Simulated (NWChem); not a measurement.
**CH6AlNSi (SMILES [AlH2]/[N]=C\[SiH3]): levels of theory compared**

We compute a comparison of 4 runs (HF/STO-3G, HF/3-21G, B3LYP/6-31G*) of CH6AlNSi. 

The calculation is run with NWChem 7.3.0.

## 1. The molecule

CH6AlNSi has 10 atoms, charge 0, and is taken as a singlet. SMILES: `[AlH2]/[N]=C\[SiH3]`. The shape is that of a PBE0-D4/def2-TZVP optimisation.

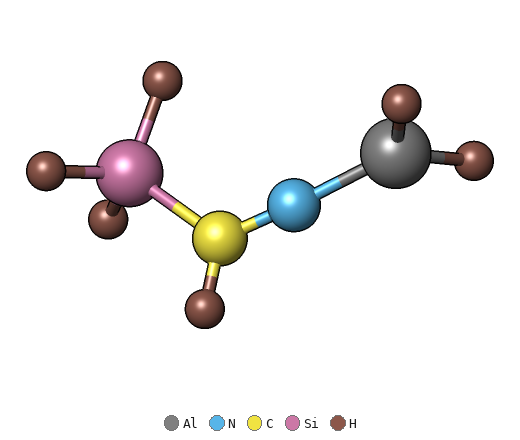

The structure, seen from a chosen angle (aluminium grey, nitrogen blue, carbon yellow, silicon pink, hydrogen brown).

## 2. Energy and forces at HF/STO-3G (run 1)

Input file job.nw:

```
start job
title "CH6AlNSi"
memory 2200 mb

geometry units angstrom noautosym nocenter noautoz
  Al    -0.801100     2.183500    -0.771800
  N     -0.589900     0.458600    -0.561600
  C     -0.390900    -0.758900    -0.367900
  Si     0.911600    -1.414700     0.854900
  H      0.069200     2.879500    -1.890800
  H     -1.855500     2.894700     0.164500
  H     -0.988000    -1.509200    -0.921900
  H      0.242900    -2.252900     1.887000
  H      1.886500    -2.271500     0.126600
  H      1.598200    -0.260400     1.483900
end

basis spherical bse
  * library STO-3G
end

scf
  singlet
  rhf
  thresh 1e-08
  maxiter 80
  print low
end

task scf gradient
```

Launch:

```
$ nwchem job.nw > job.out
```

Log:

```text
[...]
  functions       =    34
[...]
  wavefunction    = RHF
[...]
         Total SCF energy =   -619.225762932651
      One-electron energy =  -1213.408028877441
      Two-electron energy =    417.632787151789
 Nuclear repulsion energy =    176.549478793001
        Time for solution =      1.7s
[...]
                         RHF ENERGY GRADIENTS
    atom               coordinates                        gradient
                 x          y          z           x          y          z
   1 Al     -1.513859   4.126217  -1.458491    0.002347  -0.012925   0.002254
   2 N      -1.114749   0.866628  -1.061270    0.005412  -0.025677   0.005294
   3 C      -0.738694  -1.434113  -0.695230   -0.005530  -0.006668  -0.005135
   4 Si      1.722674  -2.673395   1.615527   -0.008100   0.015472  -0.007723
   5 H       0.130769   5.441466  -3.573094    0.025731   0.020979  -0.033432
   6 H      -3.506387   5.470190   0.310860   -0.031538   0.021445   0.027713
   7 H      -1.867049  -2.851974  -1.742138   -0.003818   0.000568  -0.003583
   8 H       0.459014  -4.257364   3.565913   -0.017103  -0.019491   0.020804
   9 H       3.564968  -4.292513   0.239239    0.019377  -0.019910  -0.018263
  10 H       3.020160  -0.492085   2.804164    0.013222   0.026207   0.012072
[...]
```

It took 2.9 s on 1 thread of Intel Xeon 6975P-C (Granite Rapids), shared host; peak memory 0.096 GiB.

## 3. Energy and forces at HF/3-21G (run 2)

Input file run.py:

```python
from ase import Atoms
from ase.calculators.nwchem import NWChem

molecule = Atoms('AlNCSiHHHHHH', positions=[
    [-0.801100, 2.183500, -0.771800],
    [-0.589900, 0.458600, -0.561600],
    [-0.390900, -0.758900, -0.367900],
    [0.911600, -1.414700, 0.854900],
    [0.069200, 2.879500, -1.890800],
    [-1.855500, 2.894700, 0.164500],
    [-0.988000, -1.509200, -0.921900],
    [0.242900, -2.252900, 1.887000],
    [1.886500, -2.271500, 0.126600],
    [1.598200, -0.260400, 1.483900],
])

calc = NWChem(
    label='calc',
    theory='scf',
    memory='2200 mb',
    basis='3-21G',
    basispar='spherical bse',
    scf={'nopen': '0', 'rhf': None, 'thresh': '1e-08', 'maxiter': '80'},
)
molecule.calc = calc

forces = molecule.get_forces()
e = molecule.get_potential_energy()
print(f"E = {e:.6f} eV")
print("forces (eV/A):")
for s, f in zip(molecule.symbols, forces):
    print(f"{s:2s} {f[0]:10.5f} {f[1]:10.5f} {f[2]:10.5f}")
print("dipole (e A):", molecule.get_dipole_moment().round(4))
```

Launch:

```
$ export ASE_NWCHEM_COMMAND="nwchem PREFIX.nwi > PREFIX.nwo"
$ python run.py
```

Log:

```text
E = -16959.197336 eV
forces (eV/A):
Al   -0.03600   -0.05081   -0.03106
N     0.09210   -0.34391    0.08639
C    -0.70829    0.11375   -0.66293
Si    0.27459   -0.23407    0.25912
H     0.09678    0.13992   -0.12748
H    -0.11889    0.14095    0.10336
H     0.28370    0.26405    0.26405
H     0.02725   -0.00370    0.05065
H     0.05240   -0.00396    0.02365
H     0.03636   -0.02227    0.03420
dipole (e A): [ 0.029  -0.2265  0.0284]
```

The calculator wrote calc.nwi:

```
title "calc"

permanent_dir calc

scratch_dir calc

start calc

geometry units angstrom nocenter noautosym noautoz
  Al -8.0110000000000003e-01 2.1835000000000000e+00 -7.7180000000000004e-01
  N  -5.8989999999999998e-01 4.5860000000000001e-01 -5.6159999999999999e-01
  C  -3.9090000000000003e-01 -7.5890000000000002e-01 -3.6790000000000000e-01
  Si 9.1159999999999997e-01 -1.4147000000000001e+00 8.5489999999999999e-01
  H  6.9199999999999998e-02 2.8795000000000002e+00 -1.8908000000000000e+00
  H  -1.8554999999999999e+00 2.8946999999999998e+00 1.6450000000000001e-01
  H  -9.8799999999999999e-01 -1.5092000000000001e+00 -9.2190000000000005e-01
  H  2.4290000000000000e-01 -2.2528999999999999e+00 1.8870000000000000e+00
  H  1.8865000000000001e+00 -2.2715000000000001e+00 1.2659999999999999e-01
  H  1.5982000000000001e+00 -2.6040000000000002e-01 1.4839000000000000e+00
end

memory 2200 mb

basis spherical bse noprint
   * library 3-21G
end

scf
  nopen 0
  rhf
  thresh 1e-08
  maxiter 80
end

task scf gradient
```

calc.nwo:

```text
Northwest Computational Chemistry Package (NWChem) 7.3.0
             --------------------------------------------------------

           Job information
           ---------------

    nwchem branch   = 7.3.0
    use scalapack   = T
    input           = calc.nwi
    prefix          = calc.
    data base       = calc/calc.db
    status          = startup
    nproc           =        1

           Memory information
           ------------------

    heap     =     72089596 doubles =      550.0 Mbytes
    stack    =     72089601 doubles =      550.0 Mbytes
    global   =    144179200 doubles =     1100.0 Mbytes (distinct from heap & stack)
    total    =    288358397 doubles =     2200.0 Mbytes
    verify   = yes
    hardfail = no

[... 139 lines left out ...]
 Convergence threshold     :          1.000E-08
[... 13 lines left out ...]
       Final RHF  results
[... 3 lines left out ...]
      One-electron energy =  -1213.980494142638
[... 1 line left out ...]
 Nuclear repulsion energy =    176.549478793000
[... 41 lines left out ...]
                       ROHF Final Molecular Orbital Analysis
[... 256 lines left out ...]
                         RHF ENERGY GRADIENTS

    atom               coordinates                        gradient
                 x          y          z           x          y          z
   1 Al     -1.513859   4.126217  -1.458491    0.000700   0.000988   0.000604
   2 N      -1.114749   0.866628  -1.061270   -0.001791   0.006688  -0.001680
   3 C      -0.738694  -1.434113  -0.695230    0.013774  -0.002212   0.012892
[... 6 lines of this table left out ...]
  10 H       3.020160  -0.492085   2.804164   -0.000707   0.000433  -0.000665

                 ----------------------------------------
                 |  Time  |  1-e(secs)   |  2-e(secs)   |
                 ----------------------------------------
                 |  CPU   |       0.00   |       0.75   |
                 ----------------------------------------
                 |  WALL  |       0.00   |       0.75   |
                 ----------------------------------------

 Task  times  cpu:        2.9s     wall:        2.9s
 Total times  cpu:        2.9s     wall:        2.9s
```

Wall time 3.9 s (1 thread of Intel Xeon 6975P-C (Granite Rapids), shared host); peak memory 0.096 GiB.

Run 3 isn't shown in full; the table further down has it.

## 4. Energy and gradient at B3LYP/6-31G(d) (spherical functions) (run 4)

Input file run.py:

```python
from ase import Atoms
from ase.calculators.nwchem import NWChem

mol = Atoms(['Al', 'N', 'C', 'Si', 'H', 'H', 'H', 'H', 'H', 'H'], positions=[
    [-0.801100, 2.183500, -0.771800],
    [-0.589900, 0.458600, -0.561600],
    [-0.390900, -0.758900, -0.367900],
    [0.911600, -1.414700, 0.854900],
    [0.069200, 2.879500, -1.890800],
    [-1.855500, 2.894700, 0.164500],
    [-0.988000, -1.509200, -0.921900],
    [0.242900, -2.252900, 1.887000],
    [1.886500, -2.271500, 0.126600],
    [1.598200, -0.260400, 1.483900],
])

calc = NWChem(
    label='ch6alnsi',
    theory='dft',
    memory='2200 mb',
    basis='6-31G*',
    basispar='spherical bse',
    dft={'xc': 'b3lyp', 'mult': '1', 'grid': 'xfine', 'convergence': 'energy 1e-08', 'iterations': '100', 'mulliken': None},
)
mol.calc = calc

forces = mol.get_forces()
print("Total energy (eV):", round(mol.get_potential_energy(), 6))
print("forces (eV/A):")
for s, f in zip(mol.symbols, forces):
    print(f"{s:2s} {f[0]:10.5f} {f[1]:10.5f} {f[2]:10.5f}")
print("dipole (e A):", mol.get_dipole_moment().round(4))
```

Launch:

```
$ export ASE_NWCHEM_COMMAND="nwchem PREFIX.nwi > PREFIX.nwo"
$ python run.py
```

Log:

```text
Total energy (eV): -17098.80525
forces (eV/A):
Al   -0.05929    0.37178   -0.05641
N    -0.09117    0.34108   -0.08845
C     0.03790   -0.55145    0.03918
Si    0.10084   -0.11102    0.09539
H     0.02787    0.01949   -0.03425
H    -0.03137    0.01939    0.02952
H    -0.04371   -0.06603   -0.04021
H     0.00833   -0.00900    0.03060
H     0.03106   -0.00926    0.00627
H     0.01949   -0.00504    0.01836
dipole (e A): [ 0.0387 -0.2888  0.038 ]
```

The calculator wrote ch6alnsi.nwi:

```
title "ch6alnsi"

permanent_dir ch6alnsi

scratch_dir ch6alnsi

start ch6alnsi

geometry units angstrom nocenter noautosym noautoz
  Al -8.0110000000000003e-01 2.1835000000000000e+00 -7.7180000000000004e-01
  N  -5.8989999999999998e-01 4.5860000000000001e-01 -5.6159999999999999e-01
  C  -3.9090000000000003e-01 -7.5890000000000002e-01 -3.6790000000000000e-01
  Si 9.1159999999999997e-01 -1.4147000000000001e+00 8.5489999999999999e-01
  H  6.9199999999999998e-02 2.8795000000000002e+00 -1.8908000000000000e+00
  H  -1.8554999999999999e+00 2.8946999999999998e+00 1.6450000000000001e-01
  H  -9.8799999999999999e-01 -1.5092000000000001e+00 -9.2190000000000005e-01
  H  2.4290000000000000e-01 -2.2528999999999999e+00 1.8870000000000000e+00
  H  1.8865000000000001e+00 -2.2715000000000001e+00 1.2659999999999999e-01
  H  1.5982000000000001e+00 -2.6040000000000002e-01 1.4839000000000000e+00
end

memory 2200 mb

basis spherical bse noprint
   * library 6-31G*
end

dft
  xc b3lyp
  mult 1
  grid xfine
  convergence energy 1e-08
  iterations 100
  mulliken
end

task dft gradient
```

ch6alnsi.nwo:

```text
Northwest Computational Chemistry Package (NWChem) 7.3.0
             --------------------------------------------------------

           Job information
           ---------------

    nwchem branch   = 7.3.0
    use scalapack   = T
    input           = ch6alnsi.nwi
    prefix          = ch6alnsi.
    data base       = ch6alnsi/ch6alnsi.db
    status          = startup
    nproc           =        1

           Memory information
           ------------------

    heap     =     72089596 doubles =      550.0 Mbytes
    stack    =     72089601 doubles =      550.0 Mbytes
    global   =    144179200 doubles =     1100.0 Mbytes (distinct from heap & stack)
    total    =    288358397 doubles =     2200.0 Mbytes
    verify   = yes
    hardfail = no

[... 110 lines left out ...]
  convergence criterion.
[... 42 lines left out ...]
          Spatial weights used:  Erf1
[... 74 lines left out ...]
         Total DFT energy =     -628.369508079858
[... 3 lines left out ...]
 Nuclear repulsion energy =      176.549478793000
[... 600 lines left out ...]
          Convergence on gradient requested:  5.00D-04
[... 29 lines left out ...]
          total energy or number of iterations.
[... 26 lines left out ...]
                         DFT ENERGY GRADIENTS

    atom               coordinates                        gradient
                 x          y          z           x          y          z
   1 Al     -1.513859   4.126217  -1.458491    0.001153  -0.007230   0.001097
   2 N      -1.114749   0.866628  -1.061270    0.001773  -0.006633   0.001720
   3 C      -0.738694  -1.434113  -0.695230   -0.000737   0.010724  -0.000762
[... 6 lines of this table left out ...]
  10 H       3.020160  -0.492085   2.804164   -0.000379   0.000098  -0.000357

                 ----------------------------------------
                 |  Time  |  1-e(secs)   |  2-e(secs)   |
                 ----------------------------------------
                 |  CPU   |       0.01   |       4.83   |
                 ----------------------------------------
                 |  WALL  |       0.01   |       4.83   |
                 ----------------------------------------

 Task  times  cpu:       33.1s     wall:       33.1s
 Total times  cpu:       33.1s     wall:       33.1s
```

Wall time 34 s (1 thread of Intel Xeon 6975P-C (Granite Rapids), shared host); peak memory 0.14 GiB.

## 5. The series

| run | level | Cartesian functions | iteration cap | energy (Eh) | largest force (eV/Å) | wall time |
| --- | --- | --- | --- | --- | --- | --- |
| 1 | HF/STO-3G | no | 80 | -619.225763 | 2.424 | 2.9 s |
| 2 | HF/3-21G | no | 80 | -623.239012 | 0.977 | 3.9 s |
| 3 | B3LYP/6-31G* (Cartesian functions) | yes | 100 | -628.374601 | 0.538 | 37 s |
| 4 | B3LYP/6-31G* (spherical functions) | no | 100 | -628.369508 | 0.554 | 34 s |

## 6. Outcome

```
                       quantity          value
            run 4: total energy  -628.36951 Eh
           run 4: dipole moment         1.41 D
             run 4: HOMO energy       -6.10 eV
             run 4: LUMO energy       -1.28 eV
           run 4: HOMO–LUMO gap        4.82 eV
run 4: largest force on an atom     0.554 eV/Å
```

In run 1 the basis is minimal, so the values are rough. All runs together took 78 s, the longest 37 s.
